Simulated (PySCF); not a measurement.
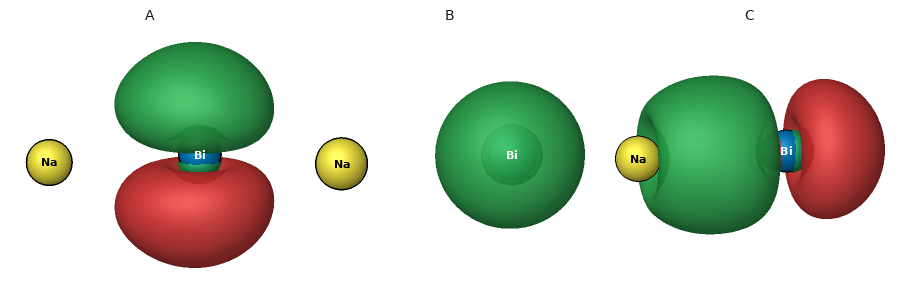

NaBi (charge +1, quartet). Three frontier β-spin orbitals, each drawn at the value that holds 80 % of its norm (green and red are the two phases), in no order; of a degenerate pair one member is drawn.

Core potentials replace the inner electrons of Bi.

Theory: PBE0/def2-SVPD, non-relativistic Hamiltonian with scalar-relativistic core potentials where named, at a bond length of 3.440 Å (PySCF 2.14.0).

Question: Label each orbital by symmetry, say whether it is occupied, and order them by energy.

Answer: Orbital B: σ, occupied in this spin, −18.61 eV; almost wholly on Bi.
Orbital C: σ, empty in this spin, −7.54 eV; mainly on Bi (75 %).
Orbital A: π, empty in this spin, −6.59 eV; mainly on Bi (95 %).
